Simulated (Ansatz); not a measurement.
Profile along the Se–Pb line in PbSe (rock salt)

PbSe (rock salt)

```xyz
2
Lattice="0.0000 3.1089 3.1089 3.1089 0.0000 3.1089 3.1089 3.1089 0.0000" Properties=species:S:1:pos:R:3 pbc="T T T"
Se     0.0000     0.0000     0.0000
Pb     3.1089     3.1089     3.1089
```

Fields along a shortest Se–Pb line of a {100} plane (3.11 Å), from Se to Pb, interpolated on the slice's grid (step about 0.2 Å). All values below come from PBE (plane waves to 420 eV, PAW, scalar-relativistic; Ansatz, a quantum-chemistry and plane-wave program). k mesh 9×9×9. Near the nuclei the fields are pseudised (PAW); where an atom keeps semicore shells as valence, they peak there. PbSe was relaxed with its symmetry unable to fall. Spin-orbit coupling is left out, though Pb is heavy.

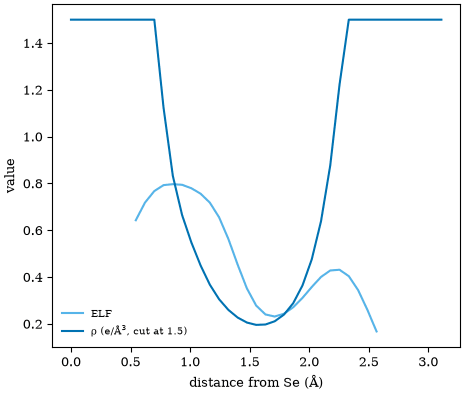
Figure: ELF (away from the nuclei) and valence density from Se to Pb.

Density on the Se–Pb line (3.11 Å) at its midpoint: 0.20 e/Å³. ELF at that point: 0.28. Element round which the density of the highest valence band (whole band, smooth part) is largest on this plane: Se.
